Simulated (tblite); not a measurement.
Run report: C₂H₁₀B₂N₂Si, geometry relaxation

- system: C₂H₁₀B₂N₂Si
- method: GFN2-xTB geometry optimisation, gas phase (tblite 0.8.0)

It belongs to a series of runs on one base structure; here: H on Si replaced by BH2.

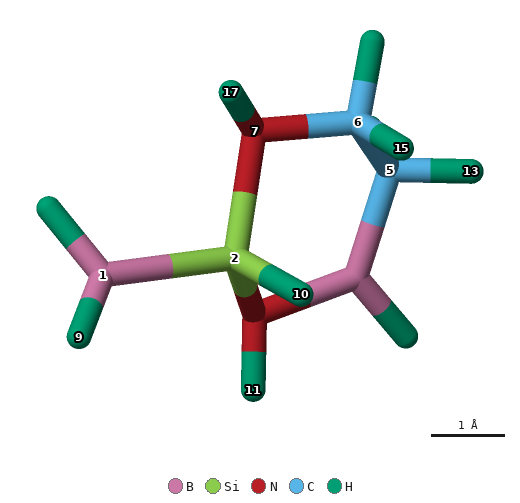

The structure as given in the input (stick view, seen at a tilt; atoms are numbered from 1 in the order of the input).

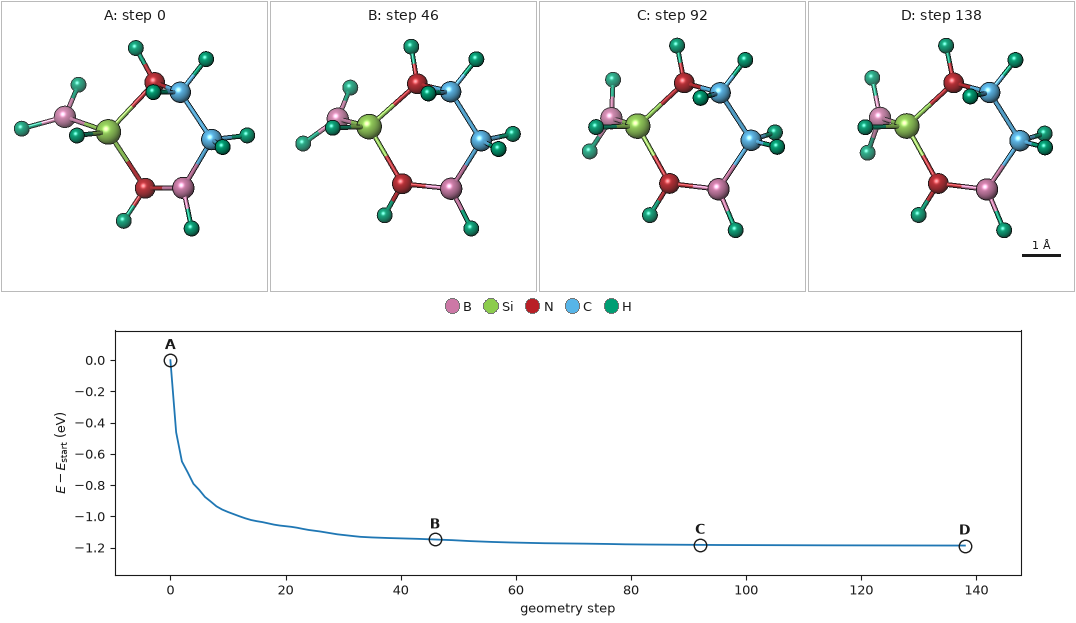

Frames of the relaxation (ball-and-stick view, seen at a tilt) above the curves, on which the letters mark them (steps are counted from 0).

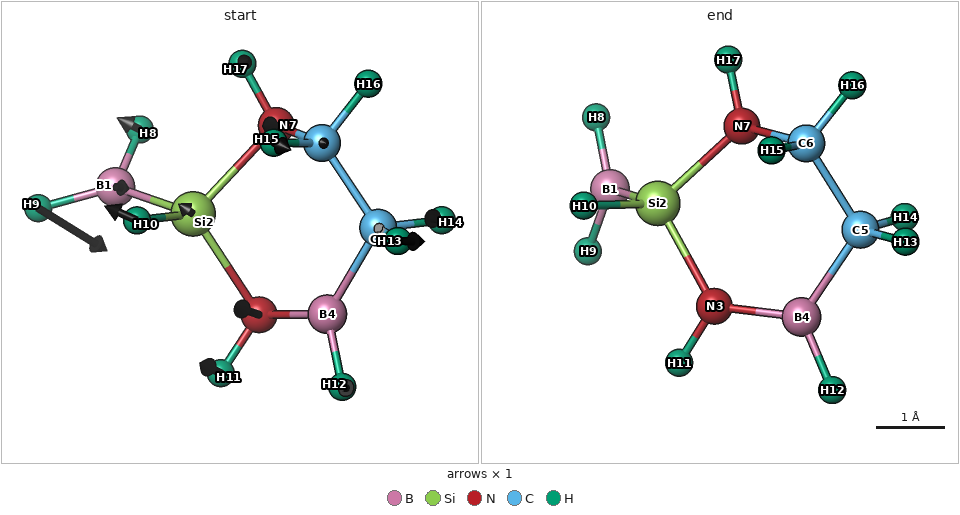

Before (left) and after (right) the relaxation, at one scale (ball-and-stick view, seen at a tilt). The black arrows give the displacements, at true length. After 138 geometry steps the energy has fallen by 1.186 eV. Largest force component: 2.4 eV/Å at the start, 0.008 eV/Å at the end. The atom that moves furthest after the best rigid fit is H9 (1.43 Å). By element the largest moves are H 1.43 Å, N 0.78 Å, Si 0.29 Å, B 0.29 Å, C 0.15 Å. Among the contacts that change: N3–B4 1.547 → 1.390 Å, Si2–N7 1.797 → 1.723 Å, Si2–H10 1.453 → 1.503 Å, Si2–N3 1.799 → 1.760 Å. Among the angles that change: Si2–N3–B4 103.5° → 126.9°, Si2–N7–C6 104.9° → 120.7°, Si2–N7–H17 107.8° → 118.6°. (Atoms are counted from 1 in the order of the input.)

These pictures come from the run below.

### The input
```
{"job": {"kind": "relax", "xc": "GFN2-xTB", "basis": "xTB"}, "charge": 0, "multiplicity": 1}
B      2.872400    -0.326100     0.916700
Si     1.095600    -0.237600     0.135900
N      0.088300    -1.652400     0.603200
B     -1.326900    -1.267500     0.112500
C     -1.951500     0.152400     0.281700
C     -0.989300     1.284400     0.076700
N      0.231900     1.168200     0.847700
H      3.080500     0.344000     1.873000
H      3.818500    -0.744800     0.344600
H      1.231300    -0.114800    -1.305200
H      0.405400    -2.535700     0.178200
H     -1.951300    -2.167900    -0.360300
H     -2.738000     0.247200    -0.509400
H     -2.478700     0.209400     1.238300
H     -0.774900     1.430700    -1.002200
H     -1.478700     2.230200     0.428500
H      0.858300     1.992500     0.779700
```

The first line tells a small driver script what to run in tblite; the rest is the geometry in Å.

Launched with:
```bash
OMP_NUM_THREADS=1 python <driver script> task.json out
```

### Log
```
step      E/eV     max force
  0    -528.54635    3.551
  1    -529.00815    2.208
  2    -529.19452    1.707
  3    -529.26391    0.826
  4    -529.33746    0.728
  5    -529.37612    0.594
  6    -529.42146    0.599
  7    -529.45087    0.568
  8    -529.48172    0.537
  9    -529.50244    0.349
 10    -529.51800    0.306
 11    -529.53216    0.288
 12    -529.54557    0.331
 13    -529.55838    0.315
 14    -529.56925    0.215
 15    -529.57677    0.217
 16    -529.58286    0.205
 17    -529.59077    0.298
 18    -529.59889    0.237
 19    -529.60474    0.216
 20    -529.60878    0.199
 21    -529.61293    0.218
 22    -529.61868    0.291
 23    -529.62613    0.279
 24    -529.63285    0.170
 25    -529.63785    0.178
 26    -529.64270    0.232
 27    -529.64899    0.240
 28    -529.65544    0.232
 29    -529.66088    0.182
 30    -529.66511    0.166
 31    -529.66906    0.142
 32    -529.67315    0.177
 33    -529.67696    0.137
 34    -529.67920    0.115
 35    -529.68083    0.096
 36    -529.68232    0.091
 37    -529.68368    0.091
 38    -529.68477    0.089
 39    -529.68572    0.074
 40    -529.68668    0.087
 41    -529.68770    0.065
 42    -529.68874    0.087
 43    -529.68989    0.097
 44    -529.69123    0.094
 45    -529.69270    0.094
 46    -529.69404    0.074
 47    -529.69525    0.078
 48    -529.69658    0.081
 49    -529.69827    0.087
 50    -529.70034    0.108
 51    -529.70241    0.103
 52    -529.70420    0.122
 53    -529.70575    0.093
 54    -529.70708    0.089
 55    -529.70847    0.080
 56    -529.70983    0.081
 57    -529.71115    0.081
 58    -529.71213    0.082
 59    -529.71308    0.080
 60    -529.71397    0.074
 61    -529.71496    0.085
 62    -529.71572    0.070
 63    -529.71651    0.064
 64    -529.71722    0.061
 65    -529.71786    0.075
 66    -529.71835    0.061
 67    -529.71880    0.053
 68    -529.71925    0.045
 69    -529.71967    0.043
 70    -529.72000    0.046
 71    -529.72031    0.041
 72    -529.72063    0.049
 73    -529.72098    0.043
 74    -529.72138    0.046
 75    -529.72191    0.059
 76    -529.72266    0.072
 77    -529.72354    0.072
 78    -529.72432    0.065
 79    -529.72481    0.057
 80    -529.72529    0.058
 81    -529.72568    0.047
 82    -529.72605    0.033
 83    -529.72625    0.033
 84    -529.72642    0.030
 85    -529.72658    0.038
 86    -529.72676    0.035
 87    -529.72693    0.028
 88    -529.72710    0.033
 89    -529.72733    0.043
 90    -529.72768    0.059
 91    -529.72813    0.065
 92    -529.72855    0.043
 93    -529.72886    0.042
 94    -529.72907    0.038
 95    -529.72923    0.032
 96    -529.72938    0.028
 97    -529.72953    0.031
 98    -529.72967    0.026
 99    -529.72979    0.020
100    -529.72991    0.020
101    -529.72998    0.018
102    -529.73005    0.018
103    -529.73010    0.017
104    -529.73016    0.023
105    -529.73022    0.025
106    -529.73031    0.023
107    -529.73044    0.026
108    -529.73058    0.029
109    -529.73075    0.036
110    -529.73087    0.031
111    -529.73104    0.028
112    -529.73116    0.028
113    -529.73130    0.024
114    -529.73138    0.025
115    -529.73146    0.022
116    -529.73155    0.021
117    -529.73167    0.024
118    -529.73178    0.024
119    -529.73186    0.037
120    -529.73193    0.024
121    -529.73204    0.023
122    -529.73214    0.031
123    -529.73223    0.030
124    -529.73232    0.019
125    -529.73239    0.014
126    -529.73245    0.019
127    -529.73249    0.019
128    -529.73253    0.017
129    -529.73257    0.016
130    -529.73261    0.014
131    -529.73264    0.018
132    -529.73267    0.016
133    -529.73270    0.014
134    -529.73274    0.014
135    -529.73277    0.011
136    -529.73279    0.010
137    -529.73280    0.010
138    -529.73282    0.009
```

### Trajectory as extended XYZ (Å, eV, eV/Å), 6 of the 139 frames kept, from step=0 to step=138
```
17
Properties=species:S:1:pos:R:3:forces:R:3 step=0 energy=-528.54635
B     2.8724   -0.3261    0.9167    0.4500   0.5630   0.2580
Si    1.0956   -0.2376    0.1359    0.2810  -0.4270   2.0630
N     0.0883   -1.6524    0.6032   -2.1320   1.6070  -2.3410
B    -1.3269   -1.2675    0.1125    2.1650  -2.1760   0.9830
C    -1.9515    0.1524    0.2817   -0.6420  -0.6220  -0.8140
C    -0.9893    1.2844    0.0767   -0.2790   2.4240   0.4700
N     0.2319    1.1682    0.8477    1.3760  -1.2680  -1.1840
H     3.0805    0.3440    1.8730    0.0790  -0.4010  -0.2520
H     3.8185   -0.7448    0.3446   -0.3840  -0.0390   0.2230
H     1.2313   -0.1148   -1.3052   -0.2300   0.1240  -0.8050
H     0.4054   -2.5357    0.1782   -0.2780   0.5910   0.6440
H    -1.9513   -2.1679   -0.3603    0.1340   0.3340   0.1580
H    -2.7380    0.2472   -0.5094    0.3260   0.0920   0.6100
H    -2.4787    0.2094    1.2383    0.2060   0.1570  -0.0230
H    -0.7749    1.4307   -1.0022   -0.2060  -0.1570   0.2270
H    -1.4787    2.2302    0.4285    0.0980  -0.3220  -0.3320
H     0.8583    1.9925    0.7797   -0.9650  -0.4790   0.1150
17
Properties=species:S:1:pos:R:3:forces:R:3 step=28 energy=-529.65544
B     2.8870   -0.3508    1.0256    0.0770   0.0120   0.0520
Si    1.2312   -0.1624    0.0197    0.1450   0.0700   0.0850
N     0.0716   -1.4822    0.0661   -0.0240   0.0450   0.0440
B    -1.3084   -1.3198    0.1415    0.0000   0.1000  -0.0110
C    -1.9611    0.1331    0.2502   -0.0210  -0.0750   0.0390
C    -1.0564    1.3500    0.0050   -0.1500  -0.1770   0.0120
N     0.2577    1.1389    0.5864   -0.0620   0.0380  -0.0450
H     3.1233    0.2625    1.9917    0.0190  -0.0420  -0.0120
H     3.7563   -0.9968    0.5775   -0.0920   0.0010   0.0960
H     1.5572   -0.0450   -1.4334   -0.0910   0.0510  -0.1490
H     0.4481   -2.4178    0.0611   -0.0400   0.0020  -0.0680
H    -2.0056   -2.2678    0.1762   -0.0090   0.0090   0.0030
H    -2.8359    0.1989   -0.4082    0.1230   0.0740   0.0850
H    -2.3545    0.2129    1.2707   -0.0050  -0.0500  -0.0500
H    -0.9824    1.5294   -1.0797    0.0170   0.0160   0.1030
H    -1.5090    2.2354    0.4704    0.0560  -0.0450  -0.1260
H     0.6741    1.9935    0.9188    0.0570  -0.0270  -0.0570
17
Properties=species:S:1:pos:R:3:forces:R:3 step=55 energy=-529.70847
B     2.7995   -0.4079    1.1014    0.0200  -0.0270   0.0210
Si    1.2654   -0.0663   -0.0480   -0.0470   0.0130   0.0510
N     0.1242   -1.4084   -0.0470   -0.0350  -0.0080  -0.0200
B    -1.2520   -1.3177    0.1404   -0.0060   0.0570  -0.0150
C    -1.9313    0.1046    0.3513    0.0320   0.0730   0.0030
C    -1.0851    1.3242   -0.0206    0.0340   0.0230   0.0020
N     0.2567    1.2067    0.5298   -0.0200   0.0150  -0.0170
H     3.0795    0.2549    2.0195    0.0280   0.0180  -0.0020
H     3.5060   -1.3068    0.8600    0.0160  -0.0020   0.0180
H     1.5932    0.1309   -1.4955    0.0120  -0.0580  -0.0340
H     0.5245   -2.3284   -0.1533    0.0030   0.0130  -0.0190
H    -1.9107   -2.2931    0.1943    0.0380   0.0090  -0.0280
H    -2.8792    0.1800   -0.1887    0.0190  -0.0380   0.0500
H    -2.1802    0.1837    1.4146   -0.0310  -0.0300  -0.0110
H    -1.0421    1.4187   -1.1165   -0.0560  -0.0010   0.0440
H    -1.5524    2.2336    0.3775    0.0360  -0.0430  -0.0470
H     0.6769    2.1033    0.7203   -0.0420  -0.0150   0.0040
17
Properties=species:S:1:pos:R:3:forces:R:3 step=83 energy=-529.72625
B     2.7656   -0.4028    1.1872    0.0120  -0.0100  -0.0130
Si    1.2741   -0.0665   -0.0267   -0.0010  -0.0040  -0.0020
N     0.1097   -1.3835   -0.1345    0.0110  -0.0060  -0.0080
B    -1.2630   -1.3066    0.0727    0.0250  -0.0160   0.0150
C    -1.9148    0.0960    0.4380    0.0230  -0.0070  -0.0120
C    -1.1122    1.3093   -0.0275    0.0090   0.0050  -0.0080
N     0.2533    1.2313    0.4654    0.0030   0.0080  -0.0040
H     3.1932    0.3978    1.9214   -0.0130   0.0160  -0.0090
H     3.3428   -1.4185    1.1314   -0.0190   0.0040   0.0170
H     1.7356    0.0696   -1.4504   -0.0140  -0.0040  -0.0070
H     0.5036   -2.2871   -0.3511   -0.0090   0.0090   0.0100
H    -1.9230   -2.2791    0.0138    0.0020  -0.0070  -0.0080
H    -2.9285    0.1808    0.0420   -0.0150   0.0120   0.0050
H    -2.0046    0.1492    1.5268   -0.0220  -0.0070   0.0090
H    -1.1309    1.3503   -1.1256   -0.0080   0.0140  -0.0120
H    -1.5699    2.2305    0.3481    0.0040   0.0040   0.0110
H     0.6619    2.1412    0.6086    0.0110  -0.0100   0.0170
17
Properties=species:S:1:pos:R:3:forces:R:3 step=110 energy=-529.73087
B     2.7475   -0.3752    1.1976    0.0050  -0.0100  -0.0180
Si    1.2763   -0.0824   -0.0505    0.0060  -0.0030  -0.0070
N     0.1093   -1.3949   -0.1672   -0.0080  -0.0060   0.0040
B    -1.2618   -1.3130    0.0431   -0.0070   0.0000   0.0130
C    -1.9012    0.0870    0.4422   -0.0020  -0.0030  -0.0030
C    -1.1072    1.3133   -0.0080   -0.0030  -0.0170  -0.0050
N     0.2681    1.2201    0.4510   -0.0050  -0.0080   0.0150
H     3.2619    0.5092    1.7597    0.0170   0.0080   0.0080
H     3.2131   -1.4358    1.3510   -0.0040  -0.0030   0.0040
H     1.7366    0.0343   -1.4760    0.0090   0.0110   0.0050
H     0.4974   -2.2977   -0.3953    0.0030   0.0000   0.0020
H    -1.9320   -2.2785   -0.0328    0.0190   0.0080  -0.0040
H    -2.9229    0.1821    0.0706   -0.0160   0.0150  -0.0220
H    -1.9738    0.1131    1.5336   -0.0010   0.0090   0.0140
H    -1.1483    1.3866   -1.1041   -0.0200   0.0050   0.0010
H    -1.5568    2.2233    0.4049    0.0170  -0.0090  -0.0030
H     0.6868    2.1206    0.6199   -0.0090   0.0040  -0.0030
17
Properties=species:S:1:pos:R:3:forces:R:3 step=138 energy=-529.73282
B     2.7715   -0.3775    1.1800    0.0030   0.0050  -0.0010
Si    1.2745   -0.0786   -0.0356   -0.0020  -0.0040  -0.0030
N     0.1129   -1.3964   -0.1427    0.0000   0.0080  -0.0040
B    -1.2613   -1.3150    0.0479    0.0060   0.0070   0.0010
C    -1.9165    0.0852    0.4190   -0.0070   0.0040   0.0050
C    -1.1105    1.3152    0.0031   -0.0060  -0.0020  -0.0010
N     0.2602    1.2162    0.4761   -0.0050  -0.0070   0.0030
H     3.3695    0.5108    1.6468   -0.0010  -0.0010  -0.0020
H     3.1744   -1.4519    1.4006   -0.0040   0.0000  -0.0020
H     1.7253    0.0514   -1.4637    0.0000  -0.0020   0.0030
H     0.5056   -2.3019   -0.3514   -0.0020   0.0040   0.0020
H    -1.9249   -2.2841   -0.0253   -0.0010  -0.0080   0.0000
H    -2.9213    0.1809    0.0014    0.0020  -0.0040   0.0010
H    -2.0388    0.1099    1.5065    0.0020   0.0000   0.0000
H    -1.1433    1.4106   -1.0917    0.0080   0.0010  -0.0020
H    -1.5614    2.2183    0.4292    0.0020   0.0010  -0.0060
H     0.6770    2.1190    0.6391    0.0030  -0.0010   0.0050
```

### Key numbers

| quantity | value |
| --- | --- |
| outcome | converged |
| total energy | −529.7328 eV |
| hardware | 1 CPU thread, shared host |
| wall time | 1.6 s |
| peak memory | 0.18 GiB |
